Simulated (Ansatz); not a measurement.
# Decaying states in the gap of CaBeCl4, part 3 of 3

Wanted: the relaxed cell of CaBeCl4, its band edges and its decay constants. It is built by putting Ca for part of the Be in the BeCl2 structure of space group Ibam, with the volume rescaled by atomic radii. The parent structure comes from the Materials Project.

Ansatz 0.2.0; PBE DFT, plane waves, PAW files (the session's first sound run).

So far, gap on path (eV): step 3 (band edges, PBE) 5.04; step 6 (LDA) 4.75.

The structure was built from a prototype and need not be the compound's stable phase.

## (7) Complex bands at another level

This step: LDA DFT, plane waves, PAW files; complex bands by layer matching along the plane's normal (Ansatz 0.2.0).

The complex bands at that level, over its own gap, at (0, 0) and (0.5, 0).

Input file input.yaml:

```yaml
crystal:
  lattice:
    - [6.489112164, 0.0, 0.0]
    - [0.0, 6.906286681, 0.0]
    - [3.244556082, 3.453143341, 3.256074033]
  atoms:
    - { symbol: Be, position: [0.0, 0.25, 0.0] }
    - { symbol: Ca, position: [0.0, 0.75, 0.0] }
    - { symbol: Cl, position: [0.9989307427, 0.6007907943, 0.6438707487] }
    - { symbol: Cl, position: [0.0010692573, 0.244661543, 0.3561292513] }
    - { symbol: Cl, position: [0.3571985086, 0.255338457, 0.6438707487] }
    - { symbol: Cl, position: [0.6428014914, 0.8992092057, 0.3561292513] }
kpoints:
  mp_grid: { grid: [8, 8, 8] }
scf:
  occupations: { method: fixed }
hamiltonian:
  xc: lda
output:
  eigenvalues: true
  transmission:
    leads: [[0, 0]]
    kpoints: [[0.0, 0.0], [0.5, 0.0]]
    e_range: [-1.0, 5.75]
    de: 0.11
```

Launch:

```
ansatz run input.yaml --threads 2 --pin off --max-ram 4096MiB --backend cpu --events-out ev --progress --plain --runs-dir out
```

Numbers of over 12 decimals in the logs are rounded to 6 here.

Output:

```text
[...]
Crystal: 6 atoms, lattice volume = 145.923 Å³
Basis set: ecut = 420 eV, 2859 PW (Γ)
Bands: 26, of which v1, the nominal top of the filled ones, is band 20 counted from 1 (19 counted from 0)
Symmetry: 4 space group operations
[...]
k-points: 95 of 512 (time reversal used)
[...]
SCF iter   1: F=—  HF=-6048.340615 eV  |F-HF|=—  |Δ(HF+E_count)|=         —  Δρ=5.81e-3  dr2=4.79e-2  ethr=1.77e-3  ⟨swp⟩=6.1  Hψ=11356  notcnv=0  defer=298
[...]
SCF iter   6: F=-6048.326368 eV  HF=-6048.326368 eV  |F-HF|=2.86e-8  |Δ(HF+E_count)|=   6.80e-7  Δρ=4.74e-6  dr2=5.94e-8  ethr=2.50e-10  ⟨swp⟩=13.3  Hψ=13292  notcnv=0
SCF 1 converged in 6 iterations: F = -6048.326368 eV  dr2 = 5.94e-8
[...]
transmission: 5 of 10 steps passed
transmission: 10 of 10 steps passed
SCF converged after 6 iterations
Free energy (F): -6048.326368 eV
[...]
Internal energy: -6048.326368 eV  (E = F + TS)
E sigma→0 (E₀):  -6048.326368 eV
Fermi energy:    1.800621 eV
[...]
--- Band table (eV; the first three rows and the last of 95) ---
  k-point 0: bands = [... 16 lower, 0.9634, 1.0313, 1.3488, 1.3492, 6.5461, 6.5896, 7.4214, 7.5568, ... 2 higher]
  k-point 1: bands = [... 16 lower, 0.7700, 0.8913, 1.2199, 1.2895, 6.6440, 6.8829, 7.3229, 7.4703, ... 2 higher]
  k-point 2: bands = [... 16 lower, 0.6540, 0.8942, 1.1569, 1.2951, 6.6918, 7.0476, 7.1686, 8.0378, ... 2 higher]
  k-point 94: bands = [... 16 lower, 0.4757, 0.9146, 0.9220, 1.0808, 6.7619, 7.2327, 7.4123, 7.7180, ... 2 higher]
--- Transmission ---
  basis      : 391 plane waves across, 5 finite elements along
  points     : 2, as listed
[...]
crystal 0  : Cl4Be1Ca1, at the sites [0, 0], period 3.2561 Å: whole cells are its period
[...]
channels       : 0.000000e0 a spin
[...]
slowest decay  : 0.3698 /Å at (0.0000, 0.0000)
```

It took 1.9 min on 2 threads of Arm Neoverse V2, shared host; peak memory 1.5 GiB.

This step gave:

```
level to which the leads are filled                       : 2.373 eV from the Fermi level
decay constant at the filling level, zone centre          : 0.3698 Å⁻¹
decay constant at the filling level, slowest listed point : 0.3698 Å⁻¹
```

K parallel (0, 0); values up to 1.5 1/Å, a degenerate pair printed once or twice; energies at which all values exceed this have no row. Im kz of the slowest decaying states against energy, zero at the highest filled level on the SCF mesh:

```tsv
energy (eV)	decay 1 (Å⁻¹)	decay 2 (Å⁻¹)	decay 3 (Å⁻¹)	decay 4 (Å⁻¹)
-1.000	0.0287	0.204	0.241	0.527
-0.450	0.0208	0.0348	0.191	0.328
-0.010	0.243	0.399	0.474	0.517
0.540	0.317	0.383	0.517	0.521
0.980	0.349	0.499	0.537	0.575
1.530	0.369	0.544	0.619	0.758
1.970	0.374	0.541	0.678	0.747
2.520	0.367	0.527	0.686	0.731
2.960	0.351	0.509	0.696	0.715
3.510	0.316	0.476	0.692	0.709
3.950	0.270	0.437	0.612	0.671
4.500	0.164	0.361	0.413	0.551
5.050	0.190	0.361	0.424	0.506
5.490	0.110	0.276	0.351	0.468
```

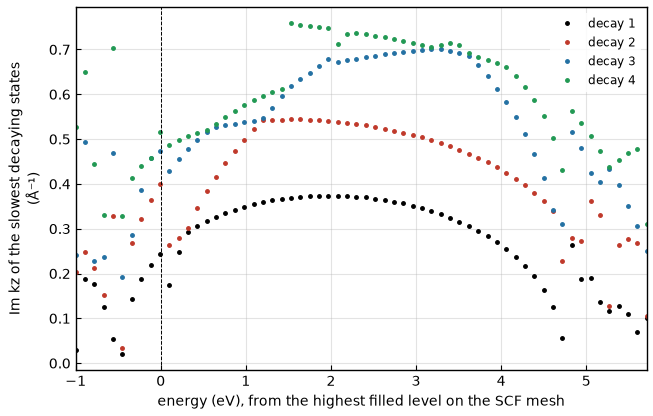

Im kz of the slowest decaying states, plotted against energy.

K parallel (0.5, 0); values up to 1.5 1/Å, a degenerate pair printed once or twice; energies at which all values exceed this have no row. Table of Im kz of the slowest decaying states by energy, zero at the highest filled level on the SCF mesh:

```tsv
energy (eV)	decay 1 (Å⁻¹)	decay 2 (Å⁻¹)	decay 3 (Å⁻¹)	decay 4 (Å⁻¹)
-1.000	0.244	0.527	0.909	0.967
-0.450	0.542	0.645	0.888	0.957
-0.010	0.437	0.554	0.782	0.878
0.540	0.554	0.588	0.835	0.904
0.980	0.583	0.632	0.795	0.912
1.530	0.598	0.688	0.705	0.880
1.970	0.600	0.652	0.710	0.848
2.520	0.593	0.610	0.709	0.799
2.960	0.577	0.582	0.695	0.752
3.510	0.525	0.559	0.665	0.685
3.950	0.467	0.533	0.621	0.630
4.500	0.344	0.464	0.522	0.590
5.050	0.290	0.376	0.568	0.694
5.490	0.146	0.165	0.291	0.544
```

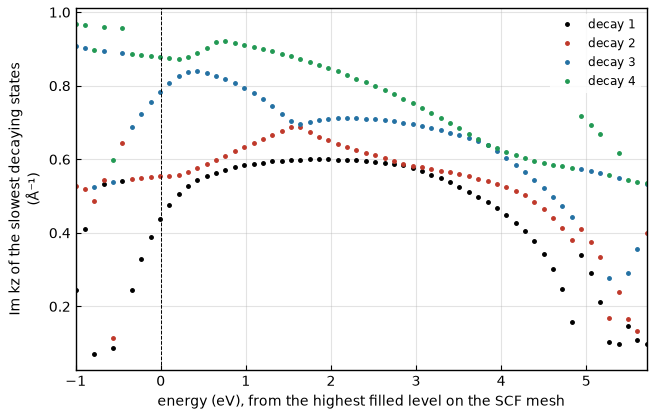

Im kz of the slowest decaying states against energy.

At the listed wavevectors the last open channel is at -0.01 eV and the next at +4.83 eV on the grid. At +2.41 eV, the grid energy nearest the filling level (the middle of the gap on the SCF mesh), the slowest state at the listed wavevectors decays with κ = 0.370 Å⁻¹, its amplitude falling by e over 2.7 Å; the first such run, plane (001), gave 0.395 Å⁻¹.

## (8) Outcome

| Item | Value |
| --- | --- |
| band gap | 5.04 eV |
| least decay constant at mid-gap, normal to (001) | 0.395 Å⁻¹ |
| least decay constant on a mesh, normal to (001) | 0.394 Å⁻¹ |
| least decay constant, LDA | 0.370 Å⁻¹ |

**Reading.** With PBE, the slowest decay at the wavevectors tried is κ = 0.395 Å⁻¹, normal to (001). Through such a film the transmission near mid-gap falls as exp(−2κd), a factor of ten every 2.9 Å. A free electron under a barrier of half the gap would need a mass of 0.24 mₑ to decay at this rate. With LDA the gap goes from 5.04 to 4.75 eV and the decay constant, over the first 2 listed wavevectors, from 0.395 to 0.370 Å⁻¹. The compound is made up by substitution; its stability against other phases and against distortions of the cell's symmetry was not tested. A semilocal functional narrows gaps, so real decay constants are likely larger.

[Logs are printed without paths, hosts, clocks, repeated set-up lines and the standing remarks that a program may print on its own settings, such as how far it seeks lower states.]

[Hosts, paths, dates, database ids (printed as entryN), source tags and the programs' standing remarks are cut or masked in the printed files.]

[New means built here by substitution; the compound itself may be known and measured.]
